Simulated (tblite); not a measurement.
**Geometry relaxation, with input and output: C4H10ClSi (part 3 of 3)**

Continued. System: C4H10ClSi, multiplicity 2. Method: GFN2-xTB geometry optimisation, gas phase (tblite 0.8.0). It belongs to a series of runs on one base structure; here: H removed from Si.

Geometry of the input (Å):
```
C  2.4468  -0.4241  0.4289
Si 0.9569  0.6542  0.7401
C  -0.5564  0.1208  -0.1521
C  -1.0547  -1.2380  0.2127
C  -1.6412  1.1216  0.2698
Cl -0.4279  0.2367  -1.9129
H  2.1817  -1.4758  0.2788
H  3.0800  -0.3740  1.3485
H  3.0091  -0.0192  -0.4399
H  1.3026  2.0435  0.3927
H  -1.5639  -1.6793  -0.6760
H  -0.2569  -1.9557  0.4821
H  -1.8218  -1.1102  1.0224
H  -2.0577  0.7345  1.2217
H  -1.1958  2.1195  0.5470
H  -2.4085  1.2545  -0.5077
```

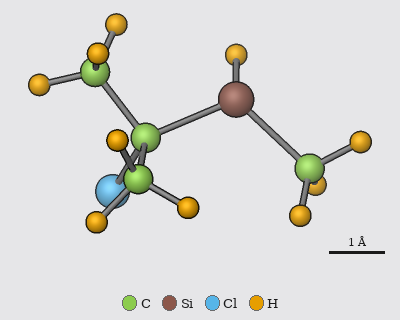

Fig. 1: The starting structure (ball-and-stick view, seen at a tilt).

### Key numbers

```tsv
quantity	value
outcome	converged
total energy	−541.0094 eV
wall time	0.79 s
peak memory	0.18 GiB
```
